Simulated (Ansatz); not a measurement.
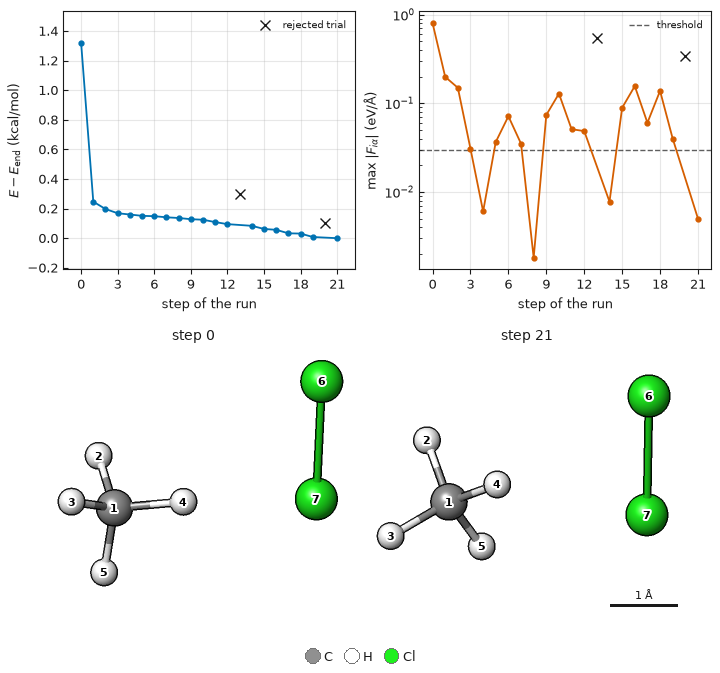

First and last geometry of a relaxation of CH₄Cl₂ (coarse preliminary run), with the history of the run. The picture is a ball-and-stick view, seen at a tilt.

Theory: RKS PBE-D4/def2-SVP (Ansatz 0.2.0). (force threshold 0.03 eV/Å; at most 250 steps)

### Did the run converge, and what did it change?

It converged. The energy falls by 1.32 kcal/mol in 19 accepted moves (21 points after the start). The largest force component goes from 0.8 to 0.005 eV/Å. The line search rejected the trial steps at points 13, 20 of the run. The forces were under the threshold at step 4, but the run went on from there. The largest move after the best rigid fit is that of H5, 0.80 Å. Largest moves by element: H 0.80 Å, Cl 0.31 Å, C 0.12 Å. Some distances before and after: Cl6–Cl7 2.017 → 2.055 Å, C1–H2 1.083 → 1.106 Å.

Limits of the set-up: the start holds two separate molecules, 3.2 Å apart at their closest, whose relative position is a soft coordinate.
